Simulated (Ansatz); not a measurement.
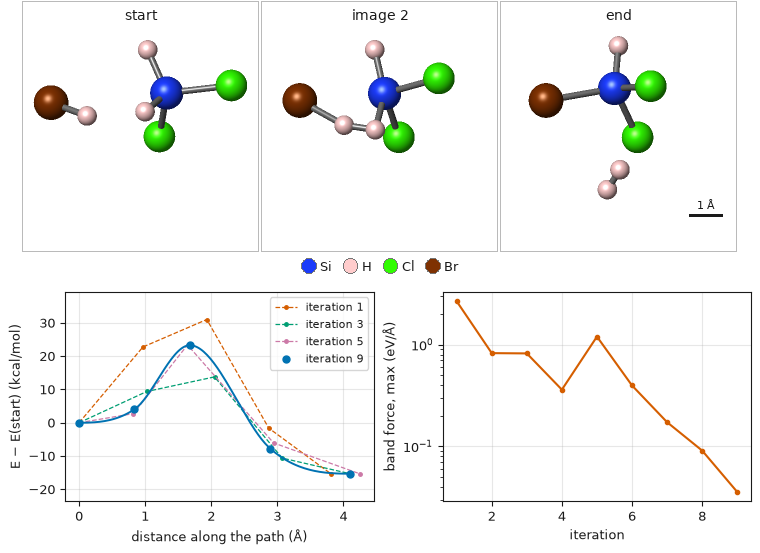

NEB run on SiH3BrCl2. Images are numbered from 0 (start) to 4 (end). The plot follows the band through its iterations. A ball-and-stick model, seen from a free direction.

These are results of RKS LDA/def2-SVP (Ansatz), not measurements.

Input
```yaml
crystal:
  periodic: [false, false, false]
  atoms:
    - { symbol: Si, position_ang: [-0.328098, -0.686928, 0.284673] }
    - { symbol: H, position_ang: [-0.474225, 0.704962, 0.84568] }
    - { symbol: Cl, position_ang: [-1.083271, -0.68998, -1.61434] }
    - { symbol: Cl, position_ang: [-1.424678, -1.936377, 1.480489] }
    - { symbol: H, position_ang: [1.099009, -1.131146, 0.272212] }
    - { symbol: H, position_ang: [0.564444, 1.809832, -0.15944] }
    - { symbol: Br, position_ang: [1.646819, 1.929735, -1.109273] }
basis:
  gaussian: { orbitals: def2-SVP }
hamiltonian:
  xc: lda
neb:
  order_check: false
  images: 3
  f_tol: 0.05
  max_iterations: 60
  climbing: true
  final_atoms:
    - { symbol: Si, position_ang: [0.45203916, -0.90409871, -0.23359165] }
    - { symbol: H, position_ang: [-1.06095316, 1.69192209, 0.81283882] }
    - { symbol: Cl, position_ang: [-0.95273847, -0.56216401, -1.67348847] }
    - { symbol: Cl, position_ang: [-0.44684487, -0.86396365, 1.60487409] }
    - { symbol: H, position_ang: [1.07163816, -2.24486487, -0.44356616] }
    - { symbol: H, position_ang: [-1.07097029, 2.24221339, 0.25542754] }
    - { symbol: Br, position_ang: [2.00782948, 0.64105376, -0.32249318] }
  initial_path:
    images:
      - { positions_ang: [[-0.328098, -0.686928, 0.284673], [-0.474225, 0.704962, 0.84568], [-1.083271, -0.68998, -1.61434], [-1.424678, -1.936377, 1.480489], [1.099009, -1.131146, 0.272212], [0.564444, 1.809832, -0.15944], [1.646819, 1.929735, -1.109273]] }
      - { positions_ang: [[-0.17360472, -0.66711821, 0.13347845], [-0.63835216, 0.86238546, 0.59743239], [-1.09785398, -0.68542907, -1.65585378], [-1.08855754, -1.55403492, 1.63409712], [1.08532064, -1.36104029, 0.02241316], [0.21418159, 1.76063008, 0.00943111], [1.69886618, 1.64470495, -0.74099745]] }
      - { positions_ang: [[-0.01911145, -0.64730843, -0.0177161], [-0.80247933, 1.01980893, 0.34918477], [-1.11243696, -0.68087815, -1.69736756], [-0.75243709, -1.17169284, 1.78770524], [1.07163228, -1.59093458, -0.22738567], [-0.13608082, 1.71142817, 0.17830223], [1.75091336, 1.3596749, -0.37272191]] }
      - { positions_ang: [[0.21646386, -0.77570357, -0.12565387], [-0.93171625, 1.35586551, 0.5810118], [-1.03258772, -0.62152108, -1.68542801], [-0.59964098, -1.01782825, 1.69628967], [1.07163522, -1.91789972, -0.33547592], [-0.60352556, 1.97682078, 0.21686488], [1.87937142, 1.00036433, -0.34760755]] }
      - { positions_ang: [[0.45203916, -0.90409871, -0.23359165], [-1.06095316, 1.69192209, 0.81283882], [-0.95273847, -0.56216401, -1.67348847], [-0.44684487, -0.86396365, 1.60487409], [1.07163816, -2.24486487, -0.44356616], [-1.07097029, 2.24221339, 0.25542754], [2.00782948, 0.64105376, -0.32249318]] }
```

Run as
```bash
ansatz run input.yaml --threads 2 --pin off --max-ram 3072MiB --backend cpu --events-out ev --progress --plain --runs-dir out
```

Q: How did the profile develop, and is the result final?

A: The run is converged, with reservations. The band converged in 9 iterations. The largest component of the band force went from 2.7 to 0.036 eV/Å. The climbing image converged on the top of the path. Its curvatures weren't checked. So few images resolve the path coarsely. The first iteration put the highest image at 31.0 kcal/mol. Forward barrier 23.3 kcal/mol, backward barrier 38.6 kcal/mol, with image 2 at the top; the reaction energy is −15.3 kcal/mol.

Cost: 23 s on 2 threads of Intel(R) Xeon(R) Platinum 8488C (Sapphire Rapids), with other jobs on the host, peak memory 0.16 GiB.
